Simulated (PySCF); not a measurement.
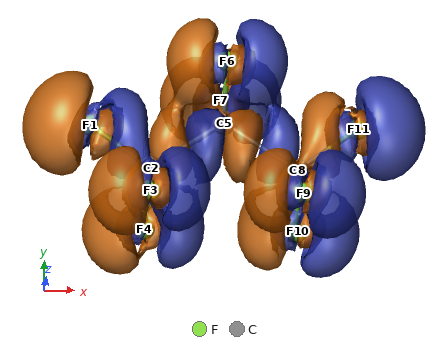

*C$_{3}$F$_{8}$, SMILES `FC(F)(F)C(F)(F)C(F)(F)F`. Change of the electron density in a uniform field of 0.10 V/Å, surfaces at ±0.0005 e/Å³ (orange: gain, blue: loss).*

Computed with PySCF, HF/6-31+G*, geometry: GFN2-xTB. No frequency check shows the geometry to be a minimum. The basis has diffuse s and p functions alone, which still leaves polarisabilities too small, most of all across bonds.

The field was applied in both directions; the picture shows the one opposite to the script's first.

Question: Along which Cartesian direction does the field point?

Answer: Along +x: electrons gather on the −x side, against the field.

Question: What dipole is induced, and what polarisability does it imply?

Answer: The induced dipole is 0.20 D (along the field); α along this axis, from the fields in both directions, is 39 bohr³ (5.7 Å³).
